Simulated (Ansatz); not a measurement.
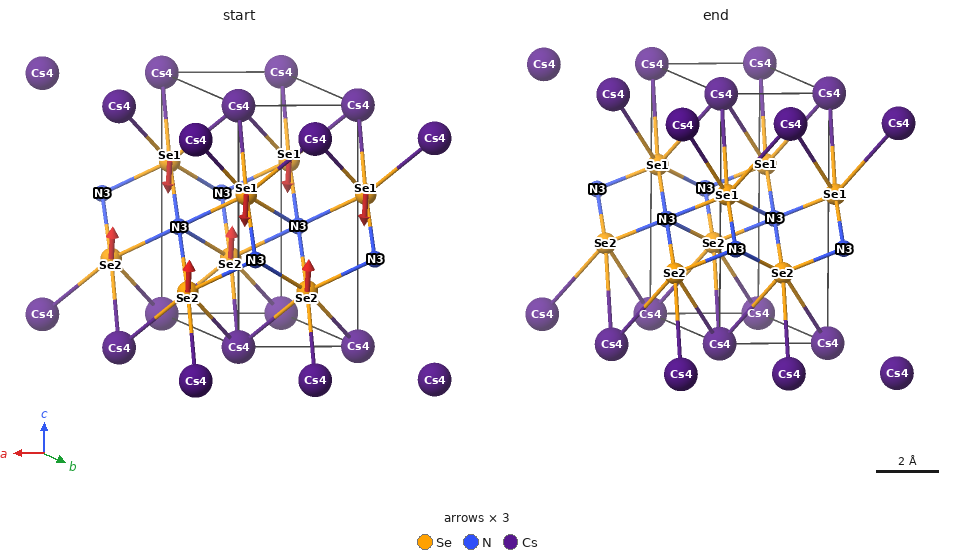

The structure of solid CsSe₂N (a generated structure, set up in R-3m) before (left) and after (right) a relaxation, at one scale. The red arrows give the displacements (the part carried along by the change of the cell is left out), magnified 3 times.

The picture is a ball-and-stick view of the cell of the calculation, repeated 2 × 2 × 1 with one cell outlined, seen from a free direction.

Computed with DFT, PAW plane waves, LDA in Ansatz 0.2.0. (plane-wave cutoff 420 eV; k-point mesh 6 × 6 × 6; occupations gaussian; smearing width 0.0362 eV; no spin polarisation; cell and atoms relaxed; at most 40 steps)

### Summarise the run.

After 8 accepted moves (10 points after the start) the energy has fallen by 385 meV per atom. The largest force component goes from 2.4 to 0.00062 eV/Å. Pressure: −5.54 GPa at the start and 0.00 GPa at the end. At 2 points the geometry stayed and the basis and grid were re-selected for the new cell (energy shift of 1.0 meV per atom at most each time). The largest moves relative to the cell, 0.37 Å, are those of Se1 and Se2. Se1 goes along [−1 −2 −3]. N and Cs stay in place. The drawn cell changes as follows: a = b 3.957 → 3.579 Å (−9.6 %), c 7.882 → 8.180 Å (+3.8 %), α 104.5° → 102.6°; the volume changes by −14.2 %. Some distances before and after: Se1–Se2 3.729 → 3.129 Å, Cs4–Cs4 3.957 → 3.579 Å, Se1–N3 2.719 → 2.377 Å, Se1–Cs4 3.240 → 3.466 Å. Bond angles that change, for instance: Se1–Cs4–Se1 75.3° → 62.2°, Cs4–Se2–Cs4 75.3° → 62.2°, Se1–Cs4–Se2 104.7° → 117.8°. The space group stays R-3m (No. 166).
